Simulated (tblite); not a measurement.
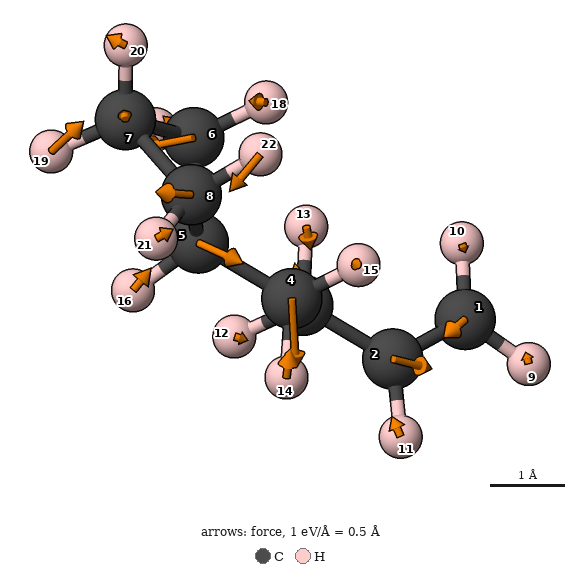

Starting geometry of C$_{8}$H$_{14}$ with the computed forces as orange arrows. Style: ball-and-stick. Shown from a free direction.

These are results of GFN2-xTB geometry optimisation, gas phase in tblite, not measurements. 

**What follows when this structure is relaxed?**

It isn't relaxed: the largest force vector, on a C atom, is 2.11 eV/Å. The final displacements have little in common with the starting forces (cosine between the two patterns 0.23). An H atom moves most after the best rigid fit: 0.83 Å. By element the largest moves are H 0.83 Å, C 0.30 Å. Near-neighbour distances that change, for instance: C–H 1.129 → 1.088 Å, C–C 1.496 → 1.520 Å, C–H 1.112 → 1.091 Å, C–C 1.474 → 1.495 Å. Bond angles that change, for instance: H–C–H 117.3° → 108.9°, H–C–H 115.6° → 108.8°, C–C–H 106.5° → 112.7°. Groups turn about C–C by about 25°, C–C by about 25°, C–C by about 25°. Over 103 geometry steps the energy falls by 76.8 kJ/mol. The run took 0.73 s on 1 thread of Arm Neoverse V1, on a shared host.
